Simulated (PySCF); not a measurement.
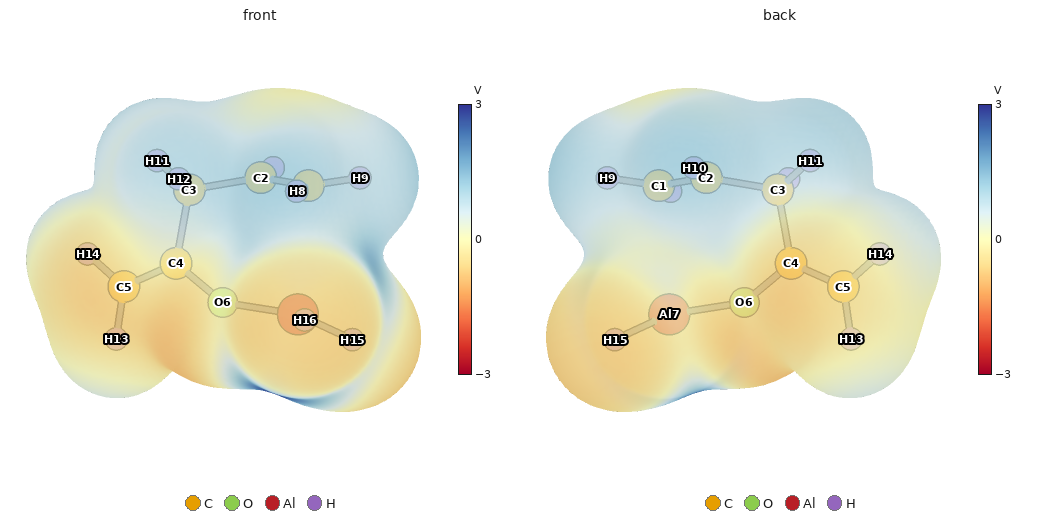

C5H9AlO (SMILES C=CCC(=C)[O][AlH2]). The molecular electrostatic potential painted on the density surface at 0.002 e/bohr³, seen from the front and from behind; the colour scale runs from red (negative) to blue (positive).

Geometry: GFN2-xTB.

The calculation used B3LYP/def2-SVPD, SCF density, gas phase (PySCF).

The calculation's input:

```
{"job": {"kind": "uv", "xc": "B3LYP", "basis": "def2-SVPD", "nstates": 8, "ntriplets": 3}, "charge": 0, "multiplicity": 1}
C     -0.926090     1.721418     0.452092
C     -1.298491     0.578999    -0.121798
C     -1.064143    -0.756109     0.496815
C      0.340460    -1.206343     0.107199
C      0.630007    -2.429963    -0.307474
O      1.256911    -0.232737     0.229814
Al     1.678506     1.368360     0.385830
H     -0.625405     1.752986     1.493233
H     -1.081085     2.675641    -0.026760
H     -1.679451     0.575207    -1.134293
H     -1.791251    -1.494041     0.163897
H     -1.090809    -0.676471     1.586852
H      1.639224    -2.704304    -0.557790
H     -0.127550    -3.184758    -0.401390
H      2.047191     2.140839    -0.886971
H      2.084377     1.880221     1.776816
```

Command:

```sh
OMP_NUM_THREADS=1 python probes_run.py task.json out
```

Question: Where is the surface potential most negative and most positive?

Answer: The most negative region (about −0.9 V, or −21 kcal/mol for a unit charge) lies over O6, the most positive (about +2.4 V, or +55 kcal/mol for a unit charge) over Al7.

Question: How polar is the molecule by this calculation?

Answer: Its dipole moment is 2.43 D.
